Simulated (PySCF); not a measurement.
**C2HCl2Si (SMILES C#C[Si](Cl)Cl): USVWN5/cc-pVDZ**

Aim: the energy change on altering one bond length of C2HCl2Si at USVWN5/cc-pVDZ, from 2 runs. Input form: a Python script.

The results are computed with PySCF 2.14.0.

1 further run of the same task is left out (set aside as unsound or not needed).

## Step 1: Starting point

The species is C2HCl2Si (6 atoms), meant as a doublet with charge 0. SMILES: `C#C[Si](Cl)Cl`. Geometry: relaxed at PBE0-D4/def2-TZVP.

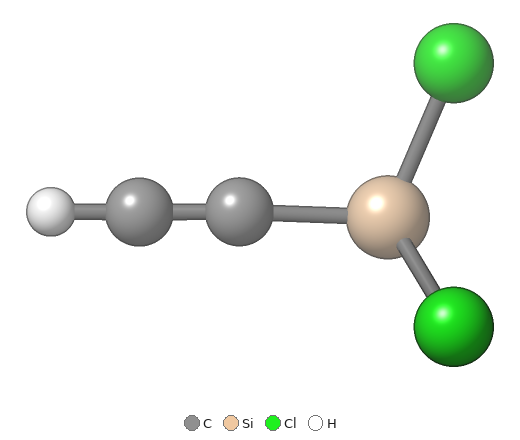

Viewed from a chosen angle; carbon grey, silicon light orange, chlorine green, hydrogen white.

## Step 2: The energy at USVWN5/cc-pVDZ

Input file calc.py:

```python
from pyscf import gto, dft

mol = gto.M(
    atom='''
C      2.502942     0.913683     2.100431
C      0.985492     0.180280     0.561627
Si    -0.953178    -1.103222    -1.930922
Cl    -3.616936    -3.459333    -0.427267
Cl    -2.656955     1.770673    -3.866947
H      3.818003     1.576976     3.475962
''',
    unit='bohr',
    max_memory=1860,
    charge=0,
    verbose=3,
    basis='cc-pvdz',
    spin=1,
)

mf = dft.UKS(mol, xc='svwn')
mf.grids.level = 5
mf.conv_tol = 1e-10
mf.kernel()
if not mf.converged:
    mf = mf.newton().run(mf.mo_coeff, mf.mo_occ)

energy = mf.e_tot
print('E(%s) = %.9f' % ('SVWN5', energy))
```

Launch:

```console
$ OMP_NUM_THREADS=1 python calc.py
```

Output:

```text
converged SCF energy = -1281.87168337437  <S^2> = 0.75115101  2S+1 = 2.0011507
E(SVWN5) = -1281.871683374
```

Run time: 23 s. Hardware: 1 thread of Arm Neoverse V1, shared host; peak memory 0.3 GiB.

## Step 3: The distorted shape

Input file input.py:

```python
from pyscf import gto, dft

mol = gto.M(
    atom='''
C      3.084558     1.298743     2.848214
C      1.567108     0.565340     1.309410
Si    -0.953178    -1.103222    -1.930922
Cl    -3.616936    -3.459333    -0.427267
Cl    -2.656955     1.770673    -3.866947
H      4.399619     1.962036     4.223746
''',
    verbose=3,
    spin=1,
    max_memory=1860,
    unit='bohr',
    basis='cc-pvdz',
    charge=0,
)

mf = dft.UKS(mol)
mf.xc = 'svwn'
mf.grids.level = 5
mf.conv_tol = 1e-10
mf.kernel()
if not mf.converged:
    mf = mf.newton().run(mf.mo_coeff, mf.mo_occ)

e_tot = mf.e_tot
print('E = %.10f Eh' % e_tot)
```

Launch:

```console
$ OMP_NUM_THREADS=1 python input.py
```

Output:

```text
converged SCF energy = -1281.82011685714  <S^2> = 0.75166714  2S+1 = 2.0016664
E = -1281.8201168571 Eh
```

It took 25 s on 1 thread of Arm Neoverse V1, shared host; peak memory 0.3 GiB.

## Step 4: Summary of results

Level: USVWN5/cc-pVDZ.

```
                                                          quantity           value
                                         first shape: total energy  -1281.87168 Eh
                                        first shape: dipole moment          1.75 D
                   first shape: HOMO energy (highest over α and β)        -5.40 eV
                    first shape: LUMO energy (lowest over α and β)        -4.33 eV
                                                 first shape: ⟨S²⟩           0.751
                                     distorted shape: total energy  -1281.82012 Eh
                                    distorted shape: dipole moment          0.73 D
               distorted shape: HOMO energy (highest over α and β)        -6.08 eV
                distorted shape: LUMO energy (lowest over α and β)        -5.10 eV
                                             distorted shape: ⟨S²⟩           0.752
energy change with the C2–Si3 bond stretched from 1.804 to 2.345 Å        1.403 eV
```

In words: With the C2–Si3 bond stretched from 1.804 to 2.345 Å the energy rises by 1.40 eV (135 kJ/mol). The first shape isn't relaxed at this level, so the change isn't measured from a minimum.
